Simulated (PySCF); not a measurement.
**FO3W (doublet): density, localisation and related maps**

```yaml
atoms:
  - { symbol: W, position_ang: [0.0168, -0.0274, -0.0083] }
  - { symbol: O, position_ang: [-0.0163, -0.0149, 1.6972] }
  - { symbol: O, position_ang: [1.6365, 0.1566, -0.5118] }
  - { symbol: O, position_ang: [-0.8383, 1.5565, -0.5314] }
  - { symbol: F, position_ang: [-0.7263, -1.6022, -0.6899] }
```

Geometry: PBE0-D3(BJ)/ma-def2-SVP; core potentials replace the inner electrons of W.

The calculation used DFT single point, gas phase, functional PBE0 in PySCF 2.14.0, density-fitted response routines.

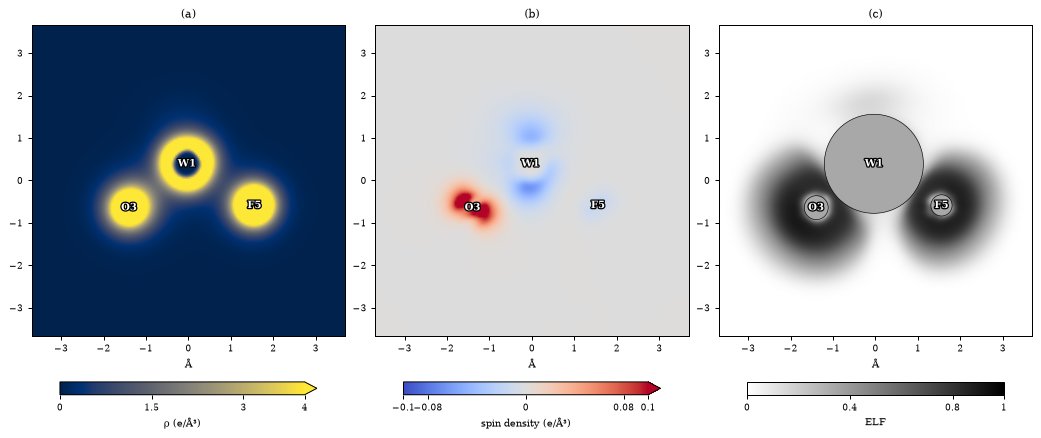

Figure 1. (a) electron density; (b) spin density (α minus β); (c) electron localisation function on the plane of atoms O3, W1 and F5. Grey discs cover the atomic cores in the ELF map.

Q: Interpret the plot.

A:
- The plane passes through W, O and F nuclei.
- W–O (1.71 Å): the density is about 1.8 e/Å³ at the midpoint; the ELF peaks at about 0.80 in the valence shell of O, 0.5 Å from its nucleus, and drops to about 0.35 between the two atoms.
- W–F (1.87 Å): ρ is about 1 e/Å³ halfway; the ELF peaks at about 0.80 in the valence shell of F, 0.5 Å from its nucleus, and drops to about 0.20 between the two atoms.
- The unpaired spin (1 electron) lies mostly on O4 (about 0.9), O2 (about 0.1) and O3 (about 0.1), in electrons by Hirshfeld's partition, with opposite, polarisation-induced spin on W1.

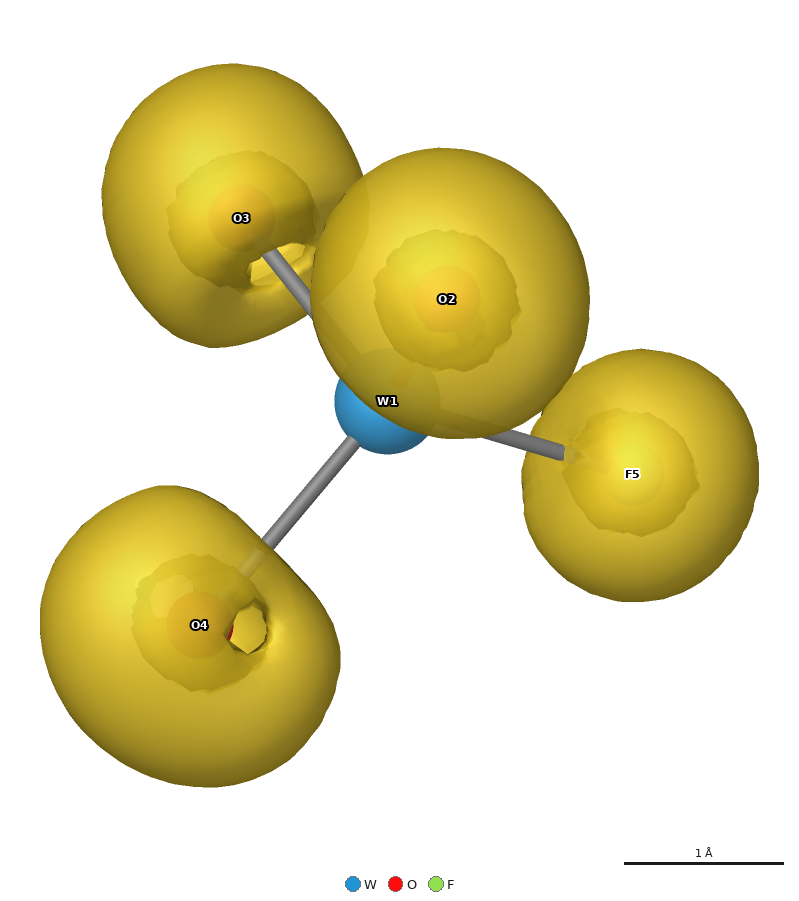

Figure 2. Isosurface of the electron localisation function at 0.75 (yellow), seen at an oblique angle. Core shells and regions of very low density are left out.

Q: What do the ELF domains correspond to?

A: At this value the surface marks out one region wrapped around F (its valence shell) and three regions wrapped around O (the valence shell of each).

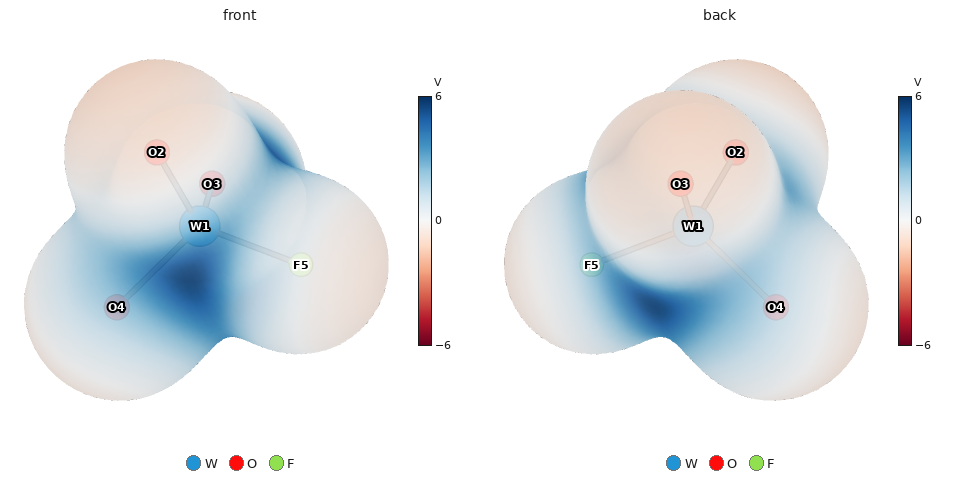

Figure 3. The electrostatic potential painted on the density surface at 0.004 e/bohr³, seen from the front and from behind; the colour scale runs from red (negative) to blue (positive).

Q: Describe the electrostatic potential map.

A: The most negative region (about −1.0 V) lies over O2 and O3, the most positive (about +5.4 V) over W1.

Q: How polar is the molecule by this calculation?

A: Its dipole moment is 1.50 D.
